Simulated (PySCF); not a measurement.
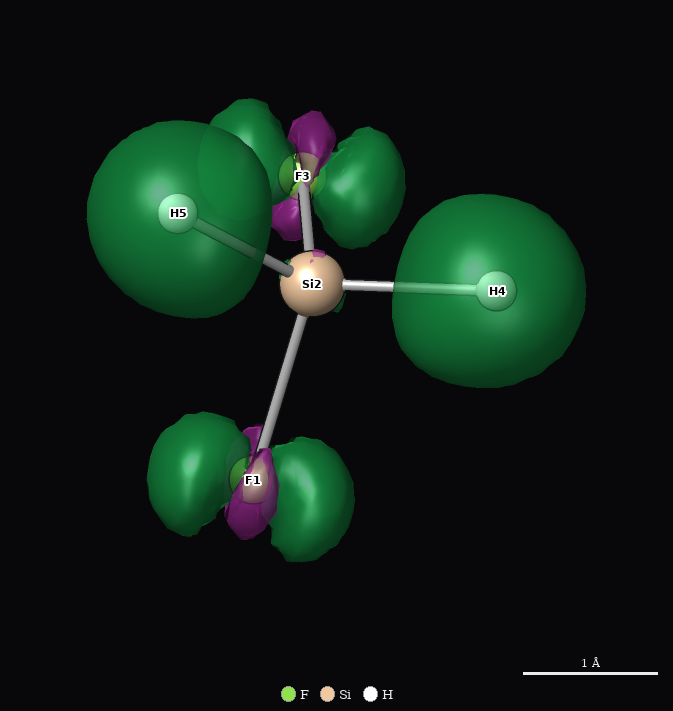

*F2H2Si, SMILES `F[SiH2]F`. Fukui function f⁻ = ρ(N) − ρ(N−1) at fixed geometry, surfaces at ±0.05 e/Å³ (green positive, purple negative).*

Level of theory: B3LYP/def2-SVPD (PySCF), at a geometry from GFN2-xTB. No frequency check shows the geometry to be a minimum.

Input script:

```python
import numpy as np
from pyscf import gto, scf, dft
from pyscf.scf import atom_ks, atom_hf
from scipy.linalg import block_diag

def solve(mol, dm0=None, hcore=None):
    mf = (dft.UKS if mol.spin else dft.RKS)(mol, xc='b3lyp')
    mf.grids.level = 3
    mf = mf.density_fit(auxbasis='def2-universal-jkfit')
    mf.conv_tol, mf.max_cycle = 1e-8, 80
    if hcore is not None:
        mf.get_hcore = lambda *args: hcore
    mf.kernel(dm0)
    if not mf.converged:
        mf = mf.newton().run(mf.mo_coeff, mf.mo_occ, max_cycle=30)
    assert mf.converged, 'SCF not converged'
    return mf

mol = gto.M(atom='''
F      1.24718     0.50906     0.00027
Si     0.00000    -0.48348     0.00000
F     -1.24717     0.50907    -0.00027
H     -0.00240    -1.19721     1.25387
H      0.00240    -1.19720    -1.25388
''', basis='def2-svpd', charge=0, spin=0, verbose=4)
mf = solve(mol)
out = dict(e0=mf.e_tot, dm0=mf.make_rdm1(), c=mf.mo_coeff, occ=mf.mo_occ, eps=mf.mo_energy)
for name, dq, spin in [('cation', 1, 1)]:
    ion = mol.copy().set(charge=mol.charge + dq, spin=spin).build()
    mi = solve(ion)
    if spin and dq > 0 and mol.nao < 130:
        c, _, stable, _ = mi.stability(return_status=True)
        if not stable:
            mi = solve(ion, mi.make_rdm1(c, mi.mo_occ))
    print(name, 'vertical energy change / eV', (mi.e_tot - mf.e_tot) * 27.211386)
    out.update({'e_' + name: mi.e_tot, 'dm_' + name: mi.make_rdm1(), 's2_' + name: mi.spin_square()[0], 'eps_' + name: mi.mo_energy, 'occ_' + name: mi.mo_occ})
# spherically averaged free atoms, for the promolecule
atm = atom_ks.get_atm_nrks(mol, xc='b3lyp')
pro = block_diag(*[(atm[a[0]][2] * atm[a[0]][3]) @ atm[a[0]][2].T for a in mol._atom])
np.savez('result.npz', pro=pro, **out)
```

Command:

```sh
OMP_NUM_THREADS=1 python input.py
```

The run took 49 s on 1 thread of Intel(R) Xeon(R) Platinum 8259CL CPU @ 2.50GHz (Skylake/Cascade Lake), with other jobs on the host, peak memory 0.44 GiB.

Partitions, critical points and surface values were worked out afterwards from this run's density.

**Which atoms respond most to the removal of an electron?**

f⁻ (Hirshfeld-condensed) is largest on Si2 (0.27), H4 and H5 (0.21 each) and F1 and F3 (0.15 each); the vertical ionisation energy is 12.91 eV. Condensed values hint at sites of electrophilic attack but needn't mark the atom that reacts. Orbital relaxation makes it negative in places (0.07 e in all).
